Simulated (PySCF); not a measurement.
# Sc: atomic calculation

System: Sc, configuration 1s2 2s2 2p6 3s2 3p6 3d1 4s2, multiplicity 2.
Method: unrestricted PBE, aug-cc-pwCVTZ-DK plus 1 even-tempered diffuse shell per l, spin-free X2C-1e, Gaussian nucleus (PySCF).

Key numbers:

| quantity | value |
| --- | --- |
| outcome | converged |
| total energy | −763.968954 hartree |
| ⟨S²⟩ | 1.038 |
| ⟨L²⟩ | 6.98 |
| static polarisability | 124 bohr³ |
| C₆ of the like pair | 1520 hartree bohr⁶ |
| SCF iterations | 10 |
| hardware | 1 CPU thread, shared host |
| CPU time | 29 s (integrals apart) |

Remarks:

⟨S²⟩ is 1.04 where a pure state of this multiplicity has 0.75, so the determinant is spin-contaminated. Caveats: spin-contaminated determinant.

Input file:
```python
from pyscf import gto, scf, dft, mp, cc
import basis_set_exchange as bse
mol = gto.M(atom="Sc 0 0 0", charge=0, spin=1, symmetry="D2h",
            basis=gto.basis.parse(bse.get_basis("aug-cc-pwCVTZ-DK", elements=["Sc"], fmt="nwchem", header=False, augment_diffuse=1)),
            nucmod="G")
mf = dft.UKS(mol, xc="PBE").sfx2c1e()
mf.irrep_nelec = {'Ag': (4, 4), 'B1g': (1, 0), 'B1u': (2, 2), 'B2u': (2, 2), 'B3u': (2, 2)}
mf.kernel()
```

The script is an equivalent of what the driver set up; the driver started from orbitals of its own, so the log can be shorter than this script's would be, and it computed the properties (radii, ⟨L²⟩, response) afterwards. It held the occupations shell by shell, which the script's counts by irreducible representation don't always enforce.

The run was one of a batch that the task file lists, launched with:
```bash
OMP_NUM_THREADS=1 python <driver script> TASK.json OUT
```

Log (extracts):
```
damping factor = 0
level_shift factor = 0
DIIS = <class 'pyscf.scf.diis.CDIIS'>
diis_start_cycle = 1
diis_space = 10
diis_damp = 0
SCF conv_tol = 1e-09
SCF conv_tol_grad = None
number electrons alpha = 11  beta = 10
XC functionals = PBE
    J. P. Perdew, K. Burke, and M. Ernzerhof.,  Phys. Rev. Lett. 77, 3865 (1996)
    J. P. Perdew, K. Burke, and M. Ernzerhof.,  Phys. Rev. Lett. 78, 1396 (1997)
    J. P. Perdew, K. Burke, and M. Ernzerhof.,  Phys. Rev. Lett. 77, 3865 (1996)
    J. P. Perdew, K. Burke, and M. Ernzerhof.,  Phys. Rev. Lett. 78, 1396 (1997)
cycle= 1 E= -763.966788948094  delta_E= -0.0145  |g|= 0.0333  |ddm|= 1.33
cycle= 2 E= -763.967665703695  delta_E= -0.000877  |g|= 0.0238  |ddm|= 0.32
cycle= 3 E= -763.968320546947  delta_E= -0.000655  |g|= 0.0174  |ddm|= 0.183
cycle= 4 E= -763.968642387449  delta_E= -0.000322  |g|= 0.0115  |ddm|= 0.0913
cycle= 5 E= -763.968930154606  delta_E= -0.000288  |g|= 0.00255  |ddm|= 0.231
cycle= 6 E= -763.968944038823  delta_E= -1.39e-05  |g|= 0.00165  |ddm|= 0.0785
cycle= 7 E= -763.968953819558  delta_E= -9.78e-06  |g|= 6.97e-05  |ddm|= 0.0326
cycle= 8 E= -763.968953827783  delta_E= -8.22e-09  |g|= 3.98e-05  |ddm|= 0.00151
cycle= 9 E= -763.968953831921  delta_E= -4.14e-09  |g|= 6.71e-06  |ddm|= 0.000719
cycle= 10 E= -763.968953832143  delta_E= -2.22e-10  |g|= 6.38e-07  |ddm|= 0.00015
converged SCF energy = -763.968953832143  <S^2> = 1.0376892  2S+1 = 2.2695278
```

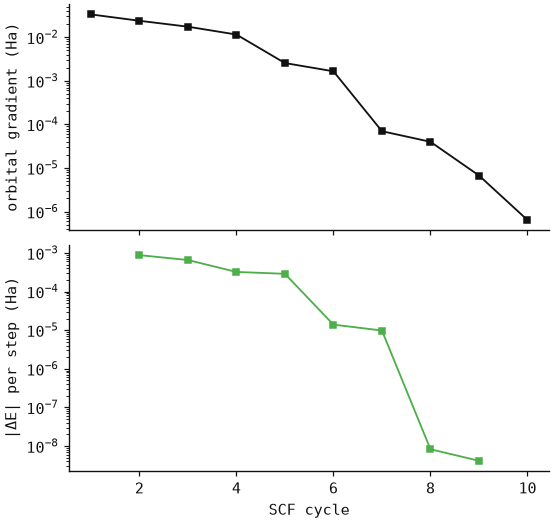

Convergence: orbital gradient and change of the energy from step to step (the smallest changes aren't drawn) against the SCF cycle. The residual falls at every step. It goes from 0.033 to 6.4×10⁻⁷ in 10 steps.

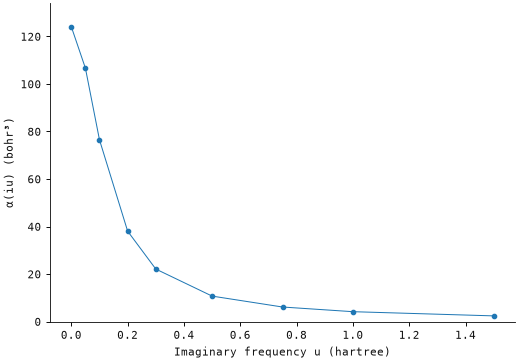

Dipole polarisability at imaginary frequency of the Sc atom ([Ar] 3d 4s²). Coupled response at the PBE level; PySCF, aug-cc-pwCVTZ-DK plus 1 diffuse shell for each l, spin-free X2C-1e, unrestricted single determinants, no spin-orbit coupling. The static dipole polarisability is 124 bohr³ (the recommended value is 97.0); α(iu) falls to half of it near u = 0.13 hartree. The Casimir–Polder integral gives C₆ = 1520 hartree bohr⁶ for two such species.

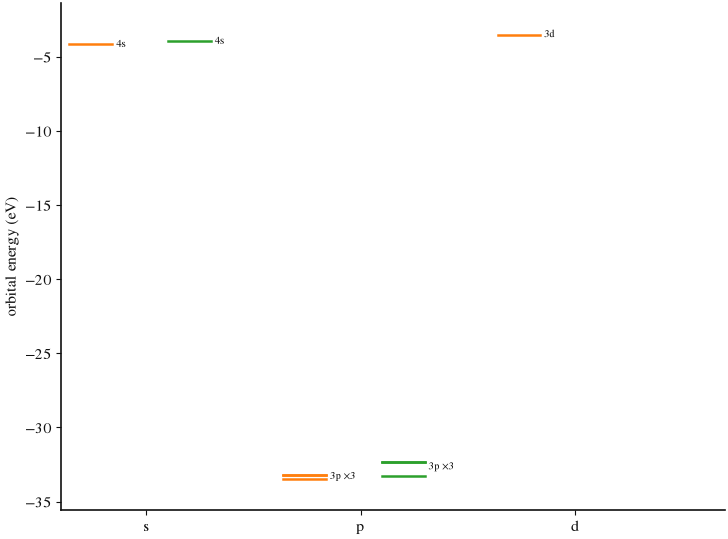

Orbital energies of the mean field, from the top down to −33.5 eV, by angular momentum, α spin at the left of each column and β at the right; ×n counts the orbitals under one label. The highest filled orbital is 3d α at −3.51 eV, the lowest empty one d α at −2.98 eV.

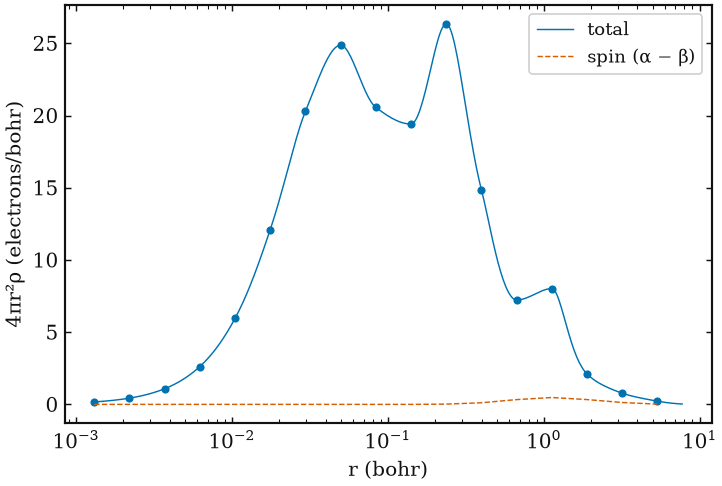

Spherically averaged radial density 4πr²ρ of the mean field and its spin part; markers are the stored points, which are sparse, and the line is a monotone interpolation between them. The largest stored value is 26.3 electrons/bohr at r = 0.24 bohr. Root-mean-square radii of the shells: 2p 0.342, 2s 0.374, 3s 1.16, 3p 1.27, 3d 2.22, 4s 3.93 bohr.
